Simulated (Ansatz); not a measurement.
Breaking the Cd1–H2 bond in CdH2O (SMILES [OH][CdH]) (multiplicity 1 held, fragments rigid). Energies count from the point at 1.644 Å.
Geometry at that point (charge 0, multiplicity 1):
```xyz
4

Cd    -0.267    -0.099    -0.031
H     -1.788    -0.699    -0.207
O      1.612     0.501     0.177
H      1.727     1.453     0.255
```

R- and RO- levels are restricted; in cc, def2 and unpolarised 6-31G sets they are followed outwards from rest. Active spaces are followed from a long bond inwards. Curves can end on different states.

Correlated levels freeze the cores.

Codes used: Ansatz (Gaussian orbitals). Each number belongs to the level named beside it. In def2 rows elements past Kr take small-core potentials, without spin–orbit coupling.

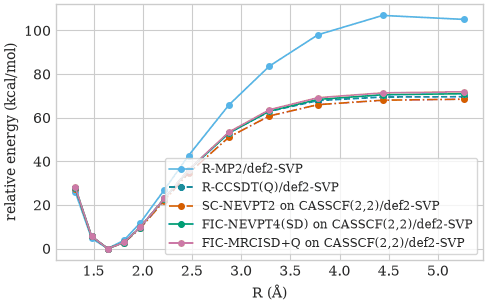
*Relative energy along the coordinate*

Read off the R-MP2/def2-SVP curve at R = 2.466.

about 43 kcal/mol

Doubts at one or more of the structures used: a restricted determinant that unrestricted orbitals would lower (R-MP2/def2-SVP, R-CCSDT(Q)/def2-SVP); other coupled-cluster roots lie near (R-CCSDT(Q)/def2-SVP); T1 above 0.05 (R-CCSDT(Q)/def2-SVP).

Ansatz is an electronic-structure program.
